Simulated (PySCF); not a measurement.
# C5H12S (SMILES CC(C)CCS): levels of theory compared

Wanted: a comparison of 3 runs (HF/STO-3G, HF/3-21G, B3LYP/6-31G*) of C5H12S. Input form: a Python script.

Program for the calculation: PySCF 2.14.0.

## 1. The system as given

C5H12S: 18 atoms, total charge 0, spin state singlet. SMILES: `CC(C)CCS`. The shape is that of a GFN2-xTB optimisation. This is one conformer, not always the lowest.

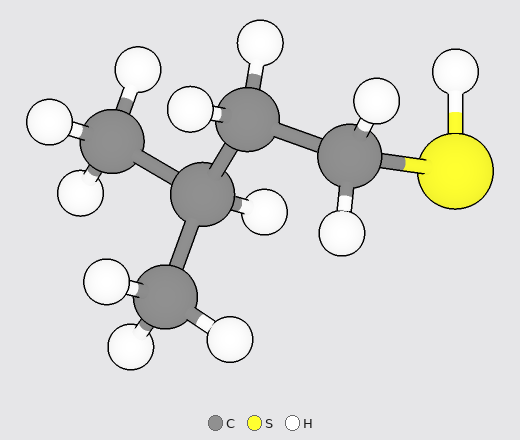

The structure, seen from a chosen angle (carbon grey, sulfur yellow, hydrogen white).

## 2. The energy at HF/STO-3G (run 1)

job.py

```python
from pyscf import gto, scf

molecule = gto.M(
    atom='''
C      0.544780    -0.602300     1.839790
C     -0.209980    -0.108490     0.607360
C     -1.340400    -1.075920     0.265850
C      0.765400     0.059650    -0.563060
C      0.177350     0.778000    -1.768160
S     -0.373610     2.479960    -1.390750
H     -0.133090    -0.707430     2.683440
H      0.999270    -1.571330     1.642470
H      1.331110     0.095660     2.119170
H     -0.645620     0.870610     0.834260
H     -1.990170    -1.210610     1.127360
H     -1.947690    -0.700880    -0.553690
H     -0.938460    -2.047560    -0.015620
H      1.109090    -0.925290    -0.891400
H      1.640650     0.617000    -0.216760
H      0.906320     0.842530    -2.576730
H     -0.713790     0.276080    -2.140530
H      0.818850     2.930320    -1.002990
''',
    basis='sto-3g',
    max_memory=1860,
    verbose=3,
)

mf = scf.RHF(molecule)
mf.conv_tol = 1e-10
mf.kernel()
if not mf.converged:
    mf = mf.newton().run(mf.mo_coeff, mf.mo_occ)

energy = mf.e_tot
print('E = %.10f Eh' % energy)
```

The run is started by

```
$ OMP_NUM_THREADS=1 python job.py
```

Output:

```text
converged SCF energy = -587.212253392963
E = -587.2122533930 Eh
```

Wall time 2.3 s (1 thread of Intel Xeon at 2.70GHz, shared host); peak memory 0.1 GiB.

## 3. The energy at HF/3-21G (run 2)

input.xyz

```xyz
18

C      0.544780    -0.602300     1.839790
C     -0.209980    -0.108490     0.607360
C     -1.340400    -1.075920     0.265850
C      0.765400     0.059650    -0.563060
C      0.177350     0.778000    -1.768160
S     -0.373610     2.479960    -1.390750
H     -0.133090    -0.707430     2.683440
H      0.999270    -1.571330     1.642470
H      1.331110     0.095660     2.119170
H     -0.645620     0.870610     0.834260
H     -1.990170    -1.210610     1.127360
H     -1.947690    -0.700880    -0.553690
H     -0.938460    -2.047560    -0.015620
H      1.109090    -0.925290    -0.891400
H      1.640650     0.617000    -0.216760
H      0.906320     0.842530    -2.576730
H     -0.713790     0.276080    -2.140530
H      0.818850     2.930320    -1.002990
```

calc.py

```python
from pyscf import gto, scf

system = gto.Mole()
system.atom = 'input.xyz'
system.spin = 0
system.basis = '3-21g'
system.verbose = 3
system.max_memory = 1860
system.charge = 0
system.build()

mf = scf.RHF(system)
mf.conv_tol = 1e-10
mf.kernel()
if not mf.converged:
    mf = mf.newton().run(mf.mo_coeff, mf.mo_occ)

etot = mf.e_tot
print(f'total energy: {etot:.8f} hartree')
```

The run is started by

```
$ OMP_NUM_THREADS=1 python calc.py
```

Output:

```text
converged SCF energy = -590.803095540008
total energy: -590.80309554 hartree
```

Wall time 2 s (1 thread of Intel Xeon at 2.70GHz, shared host); peak memory 0.14 GiB.

## 4. The energy at B3LYP/6-31G(d) (spherical functions) (run 3)

job.py

```python
from pyscf import gto, dft

mol = gto.M(
    atom='''
C      1.029485    -1.138182     3.476699
C     -0.396805    -0.205016     1.147744
C     -2.532989    -2.033194     0.502384
C      1.446396     0.112722    -1.064029
C      0.335143     1.470207    -3.341338
S     -0.706021     4.686445    -2.628137
H     -0.251504    -1.336849     5.070967
H      1.888347    -2.969383     3.103818
H      2.515433     0.180771     4.004651
H     -1.220045     1.645214     1.576523
H     -3.760876    -2.287721     2.130402
H     -3.680601    -1.324471    -1.046322
H     -1.773432    -3.869328    -0.029518
H      2.095876    -1.748545    -1.684502
H      3.100379     1.165961    -0.409617
H      1.712697     1.592151    -4.869314
H     -1.348868     0.521716    -4.045015
H      1.547402     5.537502    -1.895376
''',
    unit='bohr',
    max_memory=1860,
    basis='6-31g*',
    verbose=4,
)

myscf = dft.RKS(mol, xc='b3lyp')
myscf.grids.level = 5
myscf.conv_tol = 1e-10
myscf.kernel()
if not myscf.converged:
    myscf = myscf.newton().run(myscf.mo_coeff, myscf.mo_occ)

energy = myscf.e_tot
print(f'total energy: {energy:.8f} hartree')
```

The run is started by

```
$ OMP_NUM_THREADS=1 python job.py
```

Output:

```text
PySCF version 2.14.0

[... 86 lines left out ...]
converged SCF energy = -595.945276113943
total energy: -595.94527611 hartree
```

Wall time 56 s (1 thread of Intel Xeon at 2.70GHz, shared host); peak memory 0.63 GiB.

## 5. Overview of the runs

```tsv
run	level	integration grid	energy (Eh)	dipole moment (D)	HOMO energy (eV)	LUMO energy (eV)	wall time
1	HF/STO-3G	–	-587.212253	1.00	-6.93	12.21	2.3 s
2	HF/3-21G	–	-590.803096	2.05	-9.68	5.29	2 s
3	B3LYP/6-31G* (spherical functions)	5	-595.945276	1.68	-6.31	0.88	56 s
```

## 6. What came out

```
            quantity          value
 run 3: total energy  -595.94528 Eh
run 3: dipole moment         1.68 D
  run 3: HOMO energy       -6.31 eV
  run 3: LUMO energy        0.88 eV
run 3: HOMO–LUMO gap        7.20 eV
```

**Reading.** The dipole moment (its size) runs from 1.00 D (HF/STO-3G) to 2.05 D (HF/3-21G). The HOMO–LUMO gap runs from 7.20 eV (B3LYP/6-31G*) to 19.14 eV (HF/STO-3G). The two ends differ in method and basis. In run 1 the basis is minimal, so the values are rough. All runs together took 60 s, the longest 56 s.
